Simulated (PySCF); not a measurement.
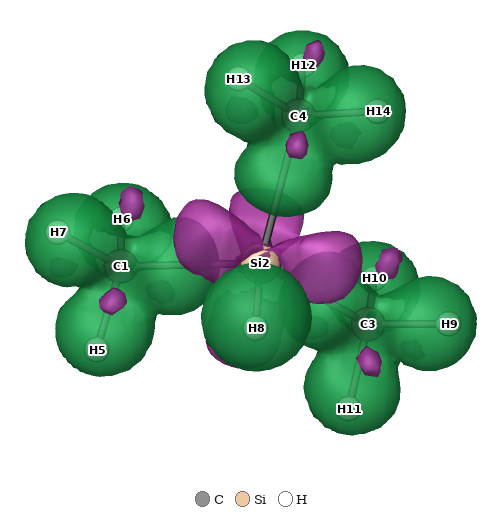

C₃H₁₀Si, SMILES `C[SiH](C)C`. Deformation density (molecule less spherical, spin-averaged free atoms at the same positions), surfaces at ±0.07 e/Å³; green: gain, purple: loss.

Method: B3LYP/def2-SVPD; geometry: GFN2-xTB; program: PySCF. No frequency check shows the geometry to be a minimum.

Input

```python
import numpy as np
from pyscf import gto, scf, dft
from pyscf.scf import atom_ks, atom_hf
from scipy.linalg import block_diag

def solve(mol, dm0=None, hcore=None):
    mf = (dft.UKS if mol.spin else dft.RKS)(mol, xc='b3lyp')
    mf.grids.level = 3
    mf = mf.density_fit(auxbasis='def2-universal-jkfit')
    mf.conv_tol, mf.max_cycle = 1e-8, 80
    if hcore is not None:
        mf.get_hcore = lambda *args: hcore
    mf.kernel(dm0)
    if not mf.converged:
        mf = mf.newton().run(mf.mo_coeff, mf.mo_occ, max_cycle=30)
    assert mf.converged, 'SCF not converged'
    return mf

mol = gto.M(atom='''
C     -1.71635    -0.52525    -0.23339
Si    -0.00009    -0.00006     0.40007
C      1.31304    -1.22383    -0.23315
C      0.40332     1.74900    -0.23307
H     -1.97690    -1.52086     0.11278
H     -1.75481    -0.53568    -1.31921
H     -2.48943     0.15406     0.11299
H     -0.00061    -0.00032     1.87535
H      2.30549    -0.95166     0.11310
H      1.34320    -1.25009    -1.31897
H      1.11122    -2.23299     0.11302
H      0.41354     1.78772    -1.31888
H     -0.32865     2.47239     0.11322
H      1.37814     2.07880     0.11335
''', basis='def2-svpd', charge=0, spin=0, verbose=4)
mf = solve(mol)
mf.analyze()
# spherically averaged free atoms, for the promolecule
atm = atom_ks.get_atm_nrks(mol, xc='b3lyp')
pro = block_diag(*[(atm[a[0]][2] * atm[a[0]][3]) @ atm[a[0]][2].T for a in mol._atom])
np.savez('result.npz', e=mf.e_tot, c=mf.mo_coeff, occ=mf.mo_occ, eps=mf.mo_energy, pro=pro, dip=mf.dip_moment(verbose=0), s2=mf.spin_square()[0])
```

Launched as:

```sh
OMP_NUM_THREADS=1 python input.py
```

The run took 10 s on 1 thread of Intel(R) Xeon(R) 6975P-C (Granite Rapids) (shared host), peak memory 0.63 GiB.

Partitions, critical points and surface values were worked out afterwards from this run's density.

Describe the bonding that the map shows.

C1–H5, C3–H9, C3–H11, C4–H13 and 2 more like them: +0.63 e/Å³ at the bond critical point (bond length 1.09 Å). C1–H6, C3–H10 and C4–H12: +0.63 e/Å³ at the bond critical point (bond length 1.09 Å). Si2–H8: +0.17 e/Å³ at the bond critical point (bond length 1.48 Å). C1–Si2, Si2–C4 and Si2–C3: +0.14 e/Å³ at the bond critical point (bond length 1.90 Å). In all, 2.9 electrons gather in the regions of gain relative to the promolecule. A small or negative value marks a very polar bond, one between electron-rich atoms, whose free-atom densities already overlap strongly, a long bond to a heavier atom, or a closed-shell contact such as a hydrogen bond.

Where do the Hirshfeld charges lie?

The highest Hirshfeld charge is on Si2 (+0.40 e), the lowest on C1, C3 and C4 (−0.20 e).

| atom | charge (e) |
| --- | --- |
| C1 | −0.20 |
| Si2 | +0.40 |
| C3 | −0.20 |
| C4 | −0.20 |
| H5 | +0.03 |
| H6 | +0.03 |
| H7 | +0.03 |
| H8 | −0.10 |
| H9 | +0.03 |
| H10 | +0.03 |
| H11 | +0.03 |
| H12 | +0.03 |
| H13 | +0.03 |
| H14 | +0.03 |
